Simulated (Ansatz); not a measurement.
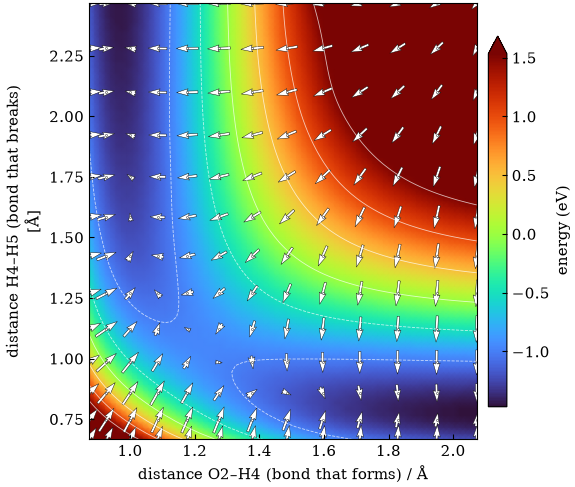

Energy landscape of the reacting system ClH₃MgO. Coordinates scanned: (1) distance O2–H4 (bond that forms); (2) distance H4–H5 (bond that breaks). Relaxed at each point: all other coordinates. The grid has 13 × 13 points. Points are written as (first, second). All energies are given in eV relative to a guessed transition structure relaxed with its forming and breaking bonds held. The reference is spin-restricted, so regions where a bond is pulled apart into radicals lie too high. These are results of Ansatz 0.2.0, RKS PBE0-D4/def2-SVP, not measurements.

Drawn: a smooth colour map with a few white contour lines, dots at the grid points, arrows along the force (downhill), their lengths compressed, one colour for all values above the top of the scale. Between grid points the surface is interpolated. 

Summarise what can be read from the map.

Answer. The lowest grid point is at (2.073 Å, 0.747 Å), −1.46 eV from a guessed transition structure relaxed with its forming and breaking bonds held. It lies at the edge of the scanned range, so the true minimum may lie outside. The highest grid point, (0.873 Å, 0.666 Å), lies 4.89 eV above the lowest. On the interpolated surface the lowest path from the side where the first distance is long, about (2.07 Å, 0.77 Å), to the side where the second distance is long, about (0.97 Å, 2.47 Å), has its top at about (1.21 Å, 1.07 Å), about 0.51 eV above the start and 0.49 eV above the end.

Each point was launched as `ansatz run input.yaml --threads 1 --pin off --max-ram 2560MiB --backend cpu --events-out ev --progress --plain --runs-dir out`. Time for the 169 points that were run: 16 min on 1 thread of Intel(R) Xeon(R) 6975P-C (Granite Rapids), on a shared host.
